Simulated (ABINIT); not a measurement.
# Quasiparticle gap of Cs2AgSbBr6 (Fm-3m) in ABINIT, part 2 of 3

Wanted: ground state, empty states, screening and self-energy for Cs2AgSbBr6 (Fm-3m).

ABINIT 10.8.3; PBEsol and many-body steps on it, plane waves. Known limits of the many-body steps: not at the basis limit; d shell near the gap, gap tends to lie low; no spin-orbit coupling; coarse k mesh.

So far. Step 2 (Ground state): The gap is indirect, with the least direct gap 1.15 eV higher.

**3. Bands along the symmetry lines**

Level of this step: DFT, PBEsol, plane waves, norm-conserving pseudopotentials (ABINIT).

Levels along a band path, at the cheap level, show where the edges lie and whether the meshes to come will hold them.

The input, run.abi:

```
acell 3*1.0 Angstrom
rprim 
  0.000000000000 5.689253000000 5.689253000000
  5.689253000000 0.000000000000 5.689253000000
  5.689253000000 5.689253000000 0.000000000000
ntypat 4
znucl 55 47 51 35
natom 10
typat 1 1 2 3 4 4 4 4 4 4
xred 
  0.750000000000 0.750000000000 0.750000000000
  0.250000000000 0.250000000000 0.250000000000
  0.500000000000 0.500000000000 0.500000000000
  0.000000000000 0.000000000000 0.000000000000
  0.751554000000 0.248446000000 0.248446000000
  0.248446000000 0.248446000000 0.751554000000
  0.248446000000 0.751554000000 0.751554000000
  0.248446000000 0.751554000000 0.248446000000
  0.751554000000 0.248446000000 0.751554000000
  0.751554000000 0.751554000000 0.248446000000
pp_dirpath "pseudos"
pseudos "Cs.upf, Ag.upf, Sb.upf, Br.upf"
ecut 40
iscf -2
irdden 1
kptopt 0
nkpt 20
kpt 
  0.00000000 0.00000000 0.00000000
  0.16666667 0.00000000 0.16666667
  0.33333333 0.00000000 0.33333333
  0.50000000 0.00000000 0.50000000
  0.54166667 0.08333333 0.54166667
  0.58333333 0.16666667 0.58333333
  0.62500000 0.25000000 0.62500000
  0.37500000 0.37500000 0.75000000
  0.25000000 0.25000000 0.50000000
  0.12500000 0.12500000 0.25000000
  0.00000000 0.00000000 0.00000000
  0.16666667 0.16666667 0.16666667
  0.33333333 0.33333333 0.33333333
  0.50000000 0.50000000 0.50000000
  0.50000000 0.41666667 0.58333333
  0.50000000 0.33333333 0.66666667
  0.50000000 0.25000000 0.75000000
  0.50000000 0.16666667 0.66666667
  0.50000000 0.08333333 0.58333333
  0.50000000 0.00000000 0.50000000
istwfk *1
nband 88
nbdbuf 2
tolwfr 1e-08
nstep 40
prtwf 0
prtvol 0
indata_prefix "in"
outdata_prefix "out"
tmpdata_prefix "tmp"
```

Started as:

```sh
> OMP_NUM_THREADS=1 mpirun -n 4 abinit run.abi > log
```

Numbers of over 12 decimals in the logs are rounded to 6 here.

Log:

```text
.Version 10.8.3 of ABINIT. v10.8.2 released Aug 2026.

 Symmetries : space group Fm -3 m (#225); Bravais cF (face-center cubic)
[... echo of the input left out ...]
== DATASET  1 ==================================================================
-   mpi_nproc: 4, omp_nthreads: 1 (-1 if OMP is not activated)

--- !DatasetInfo
iteration_state: {dtset: 1, }
dimensions: {natom: 10, nkpt: 20, mband: 88, nsppol: 1, nspinor: 1, nspden: 1, mpw: 30155, }
cutoff_energies: {ecut:  40.0, pawecutdg:  -1.0, }
electrons: {nelect:   1.62000000E+02, charge:   0.00000000E+00, occopt:   1.00000000E+00, tsmear:   1.00000000E-02, }

 Real(R)+Recip(G) space primitive vectors, cartesian coordinates (Bohr,Bohr^-1):
 R(1)=  0.0000000 10.7511300 10.7511300  G(1)= -0.0465067  0.0465067  0.0465067
 R(2)= 10.7511300  0.0000000 10.7511300  G(2)=  0.0465067 -0.0465067  0.0465067
 R(3)= 10.7511300 10.7511300  0.0000000  G(3)=  0.0465067  0.0465067 -0.0465067
 Unit cell volume ucvol=  2.4853774E+03 bohr^3
 Angles (23,13,12)=  6.00000000E+01  6.00000000E+01  6.00000000E+01 degrees

 getcut: wavevector=  0.0000  0.0000  0.0000  ngfft=  90  90  90
         ecut(hartree)=     40.000   => boxcut(ratio)=   2.07937

--- Pseudopotential description ------------------------------------------------
- Cs Generated using ONCVPSP code by D. R. Hamann
- 55.00000   9.00000  180301                  znucl, zion, pspdat
12 -116133 3 -1 2384                          pspcod,pspxc,lmax,lloc,mmax
     nproj     2     2     2     2
  pspatm : epsatm=   22.12462466
         --- l  ekb(1:nproj) -->
             0    6.214110    0.767882
             1    6.311966    0.793598
             2    3.769790    0.913105
[...]
pspatm: atomic psp has been read  and splines computed

- Ag Generated using ONCVPSP code by D. R. Hamann
- 47.00000  19.00000  180301                  znucl, zion, pspdat
12 -116133 2 -1 1538                          pspcod,pspxc,lmax,lloc,mmax
     nproj     2     2     2     0
  pspatm : epsatm=   27.64581140
         --- l  ekb(1:nproj) -->
[...]
pspatm: atomic psp has been read  and splines computed

- Sb Generated using ONCVPSP code by D. R. Hamann
- 51.00000  23.00000  180301                  znucl, zion, pspdat
12 -116133 2 -1 1434                          pspcod,pspxc,lmax,lloc,mmax
     nproj     2     2     2     0
  pspatm : epsatm=   28.18805412
         --- l  ekb(1:nproj) -->
[...]
pspatm: atomic psp has been read  and splines computed

- Br Generated using ONCVPSP code by D. R. Hamann
- 35.00000  17.00000  180301                  znucl, zion, pspdat
12 -116133 2 -1 1098                          pspcod,pspxc,lmax,lloc,mmax
     nproj     2     2     2     0
  pspatm : epsatm=   31.49815384
         --- l  ekb(1:nproj) -->
[...]
pspatm: atomic psp has been read  and splines computed

[...]
-5.0162E-03 -1.0238E-03  6.0647E-03  6.0647E-03  1.3252E-02  1.3252E-02
  2.5725E-02  3.6802E-02  7.2154E-02  1.5720E-01  1.5720E-01  1.6880E-01
[...]
--- !ResultsGS
iteration_state: {dtset: 1, }
comment   : Summary of ground state results
lattice_vectors:
- [  0.0000000,  10.7511300,  10.7511300, ]
- [ 10.7511300,   0.0000000,  10.7511300, ]
- [ 10.7511300,  10.7511300,   0.0000000, ]
lattice_lengths: [  15.20439,   15.20439,   15.20439, ]
lattice_angles: [ 60.000,  60.000,  60.000, ] # degrees, (23, 13, 12)
lattice_volume:   2.4853774E+03
convergence: {deltae:  0.000E+00, res2:  0.000E+00, residm:  9.997E-09, diffor:  0.000E+00, }
etotal    :  -1.26649344E+03
entropy   :   0.00000000E+00
fermie    :   7.21535827E-02
cartesian_stress_tensor: null
pressure_GPa: null
xred      :
- [  7.5000E-01,   7.5000E-01,   7.5000E-01, Cs]
- [  2.5000E-01,   2.5000E-01,   2.5000E-01, Cs]
- [  5.0000E-01,   5.0000E-01,   5.0000E-01, Ag]
- [  0.0000E+00,   0.0000E+00,   0.0000E+00, Sb]
- [  7.5155E-01,   2.4845E-01,   2.4845E-01, Br]
- [  2.4845E-01,   2.4845E-01,   7.5155E-01, Br]
- [  2.4845E-01,   7.5155E-01,   7.5155E-01, Br]
- [  2.4845E-01,   7.5155E-01,   2.4845E-01, Br]
- [  7.5155E-01,   2.4845E-01,   7.5155E-01, Br]
- [  7.5155E-01,   7.5155E-01,   2.4845E-01, Br]
cartesian_forces: null
force_length_stats: {min: null, max: null, mean: null, }

 Integrated electronic density in atomic spheres:
 ------------------------------------------------
 Atom  Sphere_radius  Integrated_density
[...]
================================================================================

 ----iterations are completed or convergence reached----

 Mean square residual over all n,k,spin=   63.119E-10; max=  99.973E-10
 reduced coordinates (array xred) for   10 atoms
[...]
0.751554000000      0.248446000000      0.751554000000
       0.751554000000      0.751554000000      0.248446000000

 cartesian coordinates (angstrom) at end:
[...]
9      5.689253     8.551562     5.689253
   10      5.689253     5.689253     8.551562
 length scales=  1.889726125908  1.889726125908  1.889726125908 bohr
              =  1.000000000000  1.000000000000  1.000000000000 angstroms
 prteigrs : about to open file out_EIG
 Eigenvalues (hartree) for nkpt=  20  k points:
 kpt#   1, nband= 88, wtk=  1.00000, kpt=  0.0000  0.0000  0.0000 (reduced coord)
[...]
kpt#   2, nband= 88, wtk=  1.00000, kpt=  0.1667  0.0000  0.1667 (reduced coord)
[...]
kpt#   3, nband= 88, wtk=  1.00000, kpt=  0.3333  0.0000  0.3333 (reduced coord)
[...]
kpt#  19, nband= 88, wtk=  1.00000, kpt=  0.5000  0.0833  0.5833 (reduced coord)
[...]
kpt#  20, nband= 88, wtk=  1.00000, kpt=  0.5000  0.0000  0.5000 (reduced coord)
[...]
-0.00502   -0.00102    0.00606    0.00606    0.01325    0.01325    0.02573    0.03680
   0.07215    0.15720    0.15720    0.16880    0.21157    0.25772    0.27936    0.28020

== END DATASET(S) ==============================================================
================================================================================

 -outvars: echo values of variables after computation  --------
            nband          88
             nkpt          20
          spgroup         225
 [... the other variables as echoed above ...]

 Calculation completed.
```

It took 11 min on 4 MPI ranks of Arm Neoverse V2, shared host; peak memory 1.5 GiB.

This step gave:

| Quantity | Value |
| --- | --- |
| gap | 0.8123 eV |
| k of the valence top | 0.5, 0, 0.5 |
| k of the conduction bottom | 0.5, 0.5, 0.5 |
| least direct gap | 1.842 eV |

The gap is 0.812 eV, as in the run before at this level.

Electronic bands along the path, in eV, zero at the top of the highest filled band:

```csv
point,band 78,band 79,band 80,band 81,band 82,band 83,band 84,band 85
Γ,-1.25,-1.25,-0.96,-0.96,1.89,1.89,1.89,3.39
X,-1.60,-1.26,-0.96,0.00,2.31,2.31,2.63,3.79
U,-1.57,-1.44,-1.21,-0.19,1.83,2.55,2.77,4.51
jump to K,-1.57,-1.44,-1.21,-0.19,1.83,2.55,2.77,4.51
Γ,-1.25,-1.25,-0.96,-0.96,1.89,1.89,1.89,3.39
L,-1.52,-1.36,-1.36,-1.17,0.81,3.14,3.14,4.70
W,-1.49,-1.49,-1.44,-0.10,2.11,2.49,2.49,4.67
X,-1.60,-1.26,-0.96,0.00,2.31,2.31,2.63,3.79
```

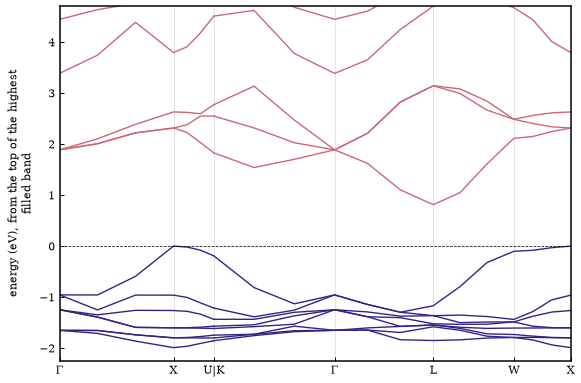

Electronic bands along the path; lines of filled and empty bands in two colours.

**4. Empty states on the mesh, 2×2×2 mesh, 250 bands**

The sums over transitions need many empty states on a uniform mesh; this step solves for them.

The input, run.abi:

```
acell 3*1.0 Angstrom
rprim 
  0.000000000000 5.689253000000 5.689253000000
  5.689253000000 0.000000000000 5.689253000000
  5.689253000000 5.689253000000 0.000000000000
ntypat 4
znucl 55 47 51 35
natom 10
typat 1 1 2 3 4 4 4 4 4 4
xred 
  0.750000000000 0.750000000000 0.750000000000
  0.250000000000 0.250000000000 0.250000000000
  0.500000000000 0.500000000000 0.500000000000
  0.000000000000 0.000000000000 0.000000000000
  0.751554000000 0.248446000000 0.248446000000
  0.248446000000 0.248446000000 0.751554000000
  0.248446000000 0.751554000000 0.751554000000
  0.248446000000 0.751554000000 0.248446000000
  0.751554000000 0.248446000000 0.751554000000
  0.751554000000 0.751554000000 0.248446000000
pp_dirpath "pseudos"
pseudos "Cs.upf, Ag.upf, Sb.upf, Br.upf"
ecut 40
ngkpt 2 2 2
nshiftk 1
shiftk 0 0 0
kptopt 1
chksymbreak 0
iscf -2
irdden 1
istwfk *1
nband 250
nbdbuf 22
tolwfr 1e-09
nstep 60
prtvol 0
indata_prefix "in"
outdata_prefix "out"
tmpdata_prefix "tmp"
```

Started as:

```sh
> OMP_NUM_THREADS=1 mpirun -n 3 abinit run.abi > log
```

Log:

```text
.Version 10.8.3 of ABINIT. v10.8.2 released Aug 2026.

 Symmetries : space group Fm -3 m (#225); Bravais cF (face-center cubic)
[... echo of the input left out ...]
== DATASET  1 ==================================================================
-   mpi_nproc: 3, omp_nthreads: 1 (-1 if OMP is not activated)

--- !DatasetInfo
iteration_state: {dtset: 1, }
dimensions: {natom: 10, nkpt: 3, mband: 250, nsppol: 1, nspinor: 1, nspden: 1, mpw: 30155, }
cutoff_energies: {ecut:  40.0, pawecutdg:  -1.0, }
electrons: {nelect:   1.62000000E+02, charge:   0.00000000E+00, occopt:   1.00000000E+00, tsmear:   1.00000000E-02, }

 Real(R)+Recip(G) space primitive vectors, cartesian coordinates (Bohr,Bohr^-1):
 R(1)=  0.0000000 10.7511300 10.7511300  G(1)= -0.0465067  0.0465067  0.0465067
 R(2)= 10.7511300  0.0000000 10.7511300  G(2)=  0.0465067 -0.0465067  0.0465067
 R(3)= 10.7511300 10.7511300  0.0000000  G(3)=  0.0465067  0.0465067 -0.0465067
 Unit cell volume ucvol=  2.4853774E+03 bohr^3
 Angles (23,13,12)=  6.00000000E+01  6.00000000E+01  6.00000000E+01 degrees

 getcut: wavevector=  0.0000  0.0000  0.0000  ngfft=  90  90  90
         ecut(hartree)=     40.000   => boxcut(ratio)=   2.07937

--- Pseudopotential description ------------------------------------------------
- Cs Generated using ONCVPSP code by D. R. Hamann
- 55.00000   9.00000  180301                  znucl, zion, pspdat
12 -116133 3 -1 2384                          pspcod,pspxc,lmax,lloc,mmax
     nproj     2     2     2     2
  pspatm : epsatm=   22.12462466
         --- l  ekb(1:nproj) -->
             0    6.214110    0.767882
             1    6.311966    0.793598
             2    3.769790    0.913105
[...]
pspatm: atomic psp has been read  and splines computed

- Ag Generated using ONCVPSP code by D. R. Hamann
- 47.00000  19.00000  180301                  znucl, zion, pspdat
12 -116133 2 -1 1538                          pspcod,pspxc,lmax,lloc,mmax
     nproj     2     2     2     0
  pspatm : epsatm=   27.64581140
         --- l  ekb(1:nproj) -->
[...]
pspatm: atomic psp has been read  and splines computed

- Sb Generated using ONCVPSP code by D. R. Hamann
- 51.00000  23.00000  180301                  znucl, zion, pspdat
12 -116133 2 -1 1434                          pspcod,pspxc,lmax,lloc,mmax
     nproj     2     2     2     0
  pspatm : epsatm=   28.18805412
         --- l  ekb(1:nproj) -->
[...]
pspatm: atomic psp has been read  and splines computed

- Br Generated using ONCVPSP code by D. R. Hamann
- 35.00000  17.00000  180301                  znucl, zion, pspdat
12 -116133 2 -1 1098                          pspcod,pspxc,lmax,lloc,mmax
     nproj     2     2     2     0
  pspatm : epsatm=   31.49815384
         --- l  ekb(1:nproj) -->
[...]
pspatm: atomic psp has been read  and splines computed

[...]
1.89E-04  9.36E-05
 -5.2461E+00 -3.5190E+00 -3.5190E+00 -3.5190E+00 -3.2497E+00 -2.1456E+00
 -2.1456E+00 -2.1456E+00 -2.1456E+00 -2.1456E+00 -2.1456E+00 -2.1435E+00
 -2.1435E+00 -2.1435E+00 -2.1435E+00 -2.1435E+00 -2.1435E+00 -2.1435E+00
[...]
1.1167E+00  1.1167E+00  1.1448E+00  1.1448E+00  1.1448E+00  1.1513E+00
  1.1513E+00  1.1514E+00  1.1548E+00  1.1548E+00  1.1549E+00  1.1572E+00
  1.1573E+00  1.1777E+00  1.1802E+00  1.1826E+00
 prteigrs : prtvol=0 or 1, do not print more k-points.

--- !ResultsGS
iteration_state: {dtset: 1, }
comment   : Summary of ground state results
lattice_vectors:
- [  0.0000000,  10.7511300,  10.7511300, ]
- [ 10.7511300,   0.0000000,  10.7511300, ]
- [ 10.7511300,  10.7511300,   0.0000000, ]
lattice_lengths: [  15.20439,   15.20439,   15.20439, ]
lattice_angles: [ 60.000,  60.000,  60.000, ] # degrees, (23, 13, 12)
lattice_volume:   2.4853774E+03
convergence: {deltae:  0.000E+00, res2:  0.000E+00, residm:  9.975E-10, diffor:  0.000E+00, }
etotal    :  -1.26649344E+03
entropy   :   0.00000000E+00
fermie    :   7.21535827E-02
cartesian_stress_tensor: null
pressure_GPa: null
xred      :
- [  7.5000E-01,   7.5000E-01,   7.5000E-01, Cs]
- [  2.5000E-01,   2.5000E-01,   2.5000E-01, Cs]
- [  5.0000E-01,   5.0000E-01,   5.0000E-01, Ag]
- [  0.0000E+00,   0.0000E+00,   0.0000E+00, Sb]
- [  7.5155E-01,   2.4845E-01,   2.4845E-01, Br]
- [  2.4845E-01,   2.4845E-01,   7.5155E-01, Br]
- [  2.4845E-01,   7.5155E-01,   7.5155E-01, Br]
- [  2.4845E-01,   7.5155E-01,   2.4845E-01, Br]
- [  7.5155E-01,   2.4845E-01,   7.5155E-01, Br]
- [  7.5155E-01,   7.5155E-01,   2.4845E-01, Br]
cartesian_forces: null
force_length_stats: {min: null, max: null, mean: null, }

 Integrated electronic density in atomic spheres:
 ------------------------------------------------
 Atom  Sphere_radius  Integrated_density
[...]
================================================================================

 ----iterations are completed or convergence reached----

 Mean square residual over all n,k,spin=   53.311E-11; max=  99.752E-11
 reduced coordinates (array xred) for   10 atoms
[...]
0.751554000000      0.248446000000      0.751554000000
       0.751554000000      0.751554000000      0.248446000000

 cartesian coordinates (angstrom) at end:
    1      8.533879     8.533879     8.533879
    2      2.844626     2.844626     2.844626
[...]
9      5.689253     8.551562     5.689253
   10      5.689253     5.689253     8.551562
 length scales=  1.889726125908  1.889726125908  1.889726125908 bohr
              =  1.000000000000  1.000000000000  1.000000000000 angstroms
 prteigrs : about to open file out_EIG
 Eigenvalues (hartree) for nkpt=   3  k points:
 kpt#   1, nband=250, wtk=  0.12500, kpt=  0.0000  0.0000  0.0000 (reduced coord)
[...]
1.11108    1.11673    1.11673    1.11673    1.14479    1.14479    1.14480    1.15128
   1.15129    1.15142    1.15483    1.15485    1.15492    1.15721    1.15729    1.17767
   1.18023    1.18255
 prteigrs : prtvol=0 or 1, do not print more k-points.

== END DATASET(S) ==============================================================
================================================================================

 -outvars: echo values of variables after computation  --------
            nband         250
             nkpt           3
          spgroup         225
 [... the other variables as echoed above ...]

 Calculation completed.
```

The job ended after 8.8 min (3 MPI ranks; peak memory 0.92 GiB).

This step gave:

| Item | Value |
| --- | --- |
| gap | 0.8123 eV |
| k of the valence top | 0.5, 0.5, 0 |
| k of the conduction bottom | 0.5, 0, 0 |
| least direct gap | 1.981 eV |
| k points computed | 3 |
| lowest point of the top converged band, above the valence top | 27.47 eV |

On this mesh the gap is 0.812 eV.

**5. Screening, 2×2×2 mesh, 228 bands, screening to 81.6 eV**

The RPA dielectric matrix is built and inverted for each q.

This step: RPA screening on PBEsol, plane waves, norm-conserving pseudopotentials.

Changes to run.abi since step 4:

```diff
@@ -28,10 +28,11 @@
 chksymbreak 0
-iscf -2
-irdden 1
 istwfk *1
-nband 250
-nbdbuf 22
-tolwfr 1e-09
-nstep 60
-prtvol 0
+occopt 1
+irdwfk 1
+optdriver 3
+nband 228
+ecuteps 3
+inclvkb 2
+awtr 1
+symchi 1
 indata_prefix "in"
```

Started as:

```sh
> OMP_NUM_THREADS=1 mpirun -n 4 abinit run.abi > log
```

Log:

```text
.Version 10.8.3 of ABINIT. v10.8.2 released Aug 2026.

 Symmetries : space group Fm -3 m (#225); Bravais cF (face-center cubic)
[... echo of the input left out ...]
== DATASET  1 ==================================================================
-   mpi_nproc: 4, omp_nthreads: 1 (-1 if OMP is not activated)

--- !DatasetInfo
iteration_state: {dtset: 1, }
dimensions: {natom: 10, nkpt: 3, mband: 228, nsppol: 1, nspinor: 1, nspden: 1, mpw: 30155, }
cutoff_energies: {ecut:  40.0, pawecutdg:  -1.0, }
electrons: {nelect:   1.62000000E+02, charge:   0.00000000E+00, occopt:   1.00000000E+00, tsmear:   1.00000000E-02, }

 SCREENING: Calculation of the susceptibility and dielectric matrices

 Based on a program developped by R.W. Godby, V. Olevano, G. Onida, and L. Reining.
 Incorporated in ABINIT by V. Olevano, G.-M. Rignanese, and M. Torrent.
.Using double precision arithmetic ; gwpc =  8

[... cell and pseudopotentials left out ...]
--------------------------------------------------------------------------------

 ==== K-mesh for the wavefunctions ====
 Number of points in the irreducible wedge :     3
[... list of points left out ...]
 Together with 48 symmetry operations and time-reversal symmetry
 yields     8 points in the full Brillouin Zone.

 ==== Q-mesh for the screening function ====
 Number of points in the irreducible wedge :     3
[... list of points left out ...]
 Together with 48 symmetry operations and time-reversal symmetry
 yields     8 points in the full Brillouin Zone.

 setmesh: FFT mesh size selected  =    60x   60x   60
          total number of points  =       216000

 vcoul_init : cutoff-mode = AUXILIARY_FUNCTION
 q-points for optical limit:   1
     1)      0.000010    0.000020    0.000030

- screening: taking advantage of time-reversal symmetry
- Maximum band index for partially occupied states nbvw = 81
- Remaining bands to be divided among processors   nbcw = 147
- Number of bands treated by each node ~36

 Number of electrons calculated from density =  162.0000; Expected =  162.0000
 average of density, n =  0.065181
 r_s =    1.5415
 omega_plasma =   24.6273 [eV]

 calculating chi0 at frequencies [eV] :
  1    0.000000E+00    0.000000E+00
  2    0.000000E+00    2.462731E+01

--------------------------------------------------------------------------------
  q-point number  1        q = ( 0.000000, 0.000000, 0.000000) [r.l.u.]
--------------------------------------------------------------------------------
[... chi0 elements left out ...]
 For q-point:  0.000010 0.000020 0.000030
  dielectric constant =   6.6128
  dielectric constant without local fields =   7.7956

  Average fulfillment of the sum rule on Im[epsilon] for q-point    1 :     34.61  [%]
[... wings left out ...]
  q-point number  2        q = ( 0.500000, 0.000000, 0.000000) [r.l.u.]
--------------------------------------------------------------------------------
[... chi0 elements left out ...]
  Average fulfillment of the sum rule on Im[epsilon] for q-point    2 :     38.20  [%]

 [... 1 further q-points ...]
```

Elapsed: 8.1 min, on 4 MPI ranks; peak memory 8.4 GiB.

This step gave:

```
ε∞ with local fields, on this mesh, along the program's q direction : 6.613
the same without local fields                                       : 7.796
plasma frequency                                                    : 24.63 eV
plane waves in the screening matrix                                 : 609
```

Local fields lower ε∞ by 15 %. On a Γ-centred mesh this coarse the value itself is usually too large, while a short band sum pulls it down.

(Continued in part 3 of 3.)

[Paths, hosts, dates, memory and timing lines, banners, echoed tables and standing remarks are left out of the program output.]

[Logs are printed without paths, hosts, clocks, repeated set-up lines and the standing remarks that a program may print on its own settings, such as how far it seeks lower states.]

[Runs of the session that timed out or met a known fault of the program may be left out.]

[Hosts, paths, dates, database ids (printed as entryN), source tags and the programs' standing remarks are cut or masked in the printed files.]

[G0W0 gaps are taken among the corrected bands and points alone; a level outside them can change the order at an edge.]

[Where Ansatz stands beside ABINIT at settings called matched, ABINIT's density can come from a denser mesh and the files from another edition; pairs whose starting gaps differed by over 0.03 eV were left out, so agreement reads better than it is.]
